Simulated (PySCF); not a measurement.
```yaml
atoms:
  - { symbol: O, position_ang: [1.9644, -0.3536, -1.3779] }
  - { symbol: C, position_ang: [1.5388, -0.3744, -0.2544] }
  - { symbol: O, position_ang: [2.2129, -0.6785, 0.8258] }
  - { symbol: C, position_ang: [0.1082, -0.0337, 0.0398] }
  - { symbol: C, position_ang: [-0.4558, -0.0301, 1.2740] }
  - { symbol: S, position_ang: [-2.1620, 0.4277, 1.1867] }
  - { symbol: C, position_ang: [-2.0735, 0.6007, -0.4893] }
  - { symbol: C, position_ang: [-0.8126, 0.3288, -0.9913] }
  - { symbol: H, position_ang: [3.1447, -0.9000, 0.6408] }
  - { symbol: H, position_ang: [0.0068, -0.2610, 2.2165] }
  - { symbol: H, position_ang: [-2.9341, 0.8940, -1.0642] }
  - { symbol: H, position_ang: [-0.5365, 0.3795, -2.0326] }
```

Geometry: GFN2-xTB.

The calculation used UKS B3LYP, pcH-1 on C H O S, non-relativistic, mean-field spin-orbit, GIAO in PySCF 2.14.0, density-fitted response routines.

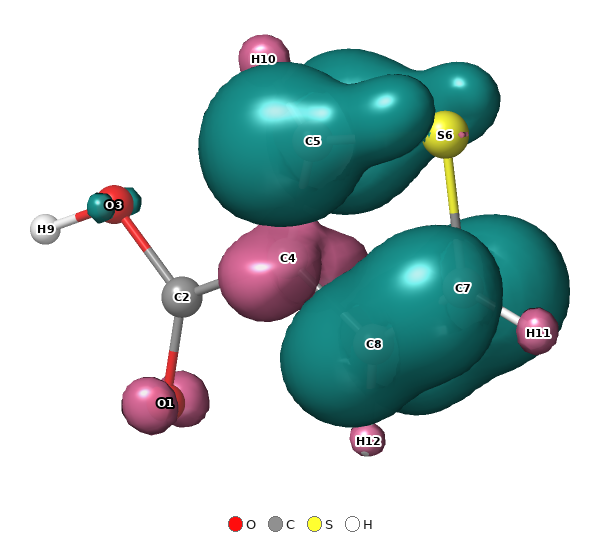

C$_{5}$H$_{4}$O$_{2}$S (SMILES O=C(O)C1=CS[CH][CH+]1) (charge +1, doublet). Isosurfaces of the spin density (α minus β) at +0.015 (teal) and −0.015 e/Å³ (pink), seen at a tilt.

### Which atoms carry the spin?

The unpaired spin (1 electron) lies mostly on C5 (about 0.3), C7 (about 0.3), C8 (about 0.2) and S6 (about 0.1), in electrons by Hirshfeld's partition.
